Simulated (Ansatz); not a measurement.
# BH3O2Si (SMILES B[Si](=O)O): one structure at several levels

A test off equilibrium: a frame of a short trajectory is computed at several levels, and each is set against CCSD(T).

The runs use Ansatz 0.2.0, Gaussian basis; single points in def2-TZVPP.

Cores are frozen in the correlated methods.

1 further run of the same task is left out (it didn't finish).

## (1) The starting structure

SMILES `B[Si](=O)O`, 7 atoms, charge 0, spin multiplicity 1.

Atoms are counted from 1 here; the program's logs count them from 0.

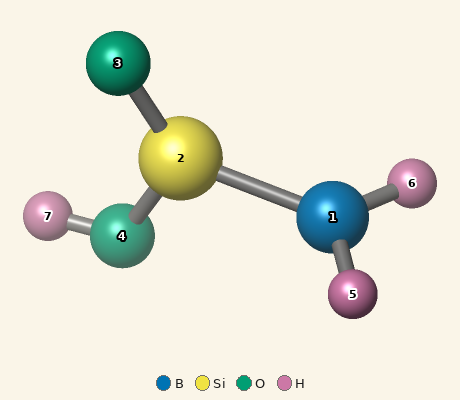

As it starts; boron blue, silicon yellow, oxygen teal, hydrogen pink; atoms are numbered from 1 in the order of the file.

As a file:

```mol
BH3O2Si
  3D, bonds by distance, orders not assigned

  7  6  0  0  0  0  0  0  0  0999 V2000
   -0.9179    1.0633   -0.0138 B   0  0
    0.5309   -0.2278    0.3765 Si  0  0
    1.6094   -0.2552    1.4744 O   0  0
    0.4464   -1.3619   -0.7896 O   0  0
   -0.7819    1.9644   -0.7950 H   0  0
   -2.0575    0.9391    0.4443 H   0  0
    1.0615   -2.1081   -0.7269 H   0  0
  1  2  8  0
  1  5  8  0
  1  6  8  0
  2  3  8  0
  2  4  8  0
  4  7  8  0
M  END
```

## (2) PBE-D4/def2-TZVPP

Contents of run/in.yaml:

```yaml
crystal:
  periodic: [false, false, false]
  atoms:
    - {symbol: B, position_ang: [-0.917851, 1.063334, -0.013756]}
    - {symbol: Si, position_ang: [0.530855, -0.227759, 0.376498]}
    - {symbol: O, position_ang: [1.609412, -0.255240, 1.474435]}
    - {symbol: O, position_ang: [0.446373, -1.361899, -0.789556]}
    - {symbol: H, position_ang: [-0.781896, 1.964413, -0.795002]}
    - {symbol: H, position_ang: [-2.057466, 0.939077, 0.444335]}
    - {symbol: H, position_ang: [1.061525, -2.108120, -0.726904]}
basis:
  gaussian: {orbitals: def2-TZVPP}
hamiltonian: {xc: pbe, dispersion: d4}
output: {forces: true}
```

On the command line:

```bash
> ansatz run in.yaml --threads 2 --pin off --events-out ev --progress --plain --max-ram 3481MiB
```

## (3) r2SCAN-D4/def2-TZVPP

Edit run/in.yaml of step 2 so:

```diff
@@ -12,3 +12,3 @@
   gaussian: {orbitals: def2-TZVPP}
-hamiltonian: {xc: pbe, dispersion: d4}
+hamiltonian: {xc: r2scan, dispersion: d4}
 output: {forces: true}
```

## (4) PBE0-D4/def2-TZVPP

Edit run/in.yaml of step 3 so:

```diff
@@ -12,3 +12,3 @@
   gaussian: {orbitals: def2-TZVPP}
-hamiltonian: {xc: r2scan, dispersion: d4}
-output: {forces: true}
+hamiltonian: {xc: pbe0, dispersion: d4}
+output: {forces: true, orbitals: {seedname: orbitals}}
```

## (5) wB97M-V/def2-TZVPP

Edit run/in.yaml of step 4 so:

```diff
@@ -12,3 +12,3 @@
   gaussian: {orbitals: def2-TZVPP}
-hamiltonian: {xc: pbe0, dispersion: d4}
-output: {forces: true, orbitals: {seedname: orbitals}}
+hamiltonian: {xc: {name: wB97M-V}}
+output: {forces: true}
```

## (6) CCSD(T)/def2-TZVPP

Edit run/in.yaml of step 5 so:

```diff
@@ -12,3 +12,3 @@
   gaussian: {orbitals: def2-TZVPP}
-hamiltonian: {xc: {name: wB97M-V}}
+correlation: {method: ccsd_t}
 output: {forces: true}
```

(Steps that only read results are left out.)

What does the calculation give? Wanted: energy less free atoms, CCSD(T)/def2-TZVPP; RMS force component; RMS force error; HOMO and LUMO, PBE0-D4; T1 diagnostic.

As calculated:

| quantity | value |
| --- | --- |
| energy less free atoms, CCSD(T)/def2-TZVPP | -600.7 kcal/mol |
| RMS force component | 0.358 to 0.613 eV/Å over the methods |
| RMS force error | PBE-D4 0.288, r2SCAN-D4 0.086, PBE0-D4 0.135, wB97M-V 0.147 eV/Å |
| HOMO and LUMO, PBE0-D4 | -8.04 and -3.20 eV |
| T1 diagnostic | 0.019 |

In words: Against CCSD(T) the functionals' energies less atoms differ by -32.6 to -12.6 kcal/mol, PBE-D4 by -32.6 kcal/mol. CCSD(T) in triple zeta still lacks some correlation energy of the bonds, so part of these gaps is its own basis error and they don't rank the functionals. On forces the order runs from r2SCAN-D4 to PBE-D4. Frozen-core CCSD(T) forces in triple zeta carry basis errors of their own, and this is one geometry, so small gaps rank nothing.
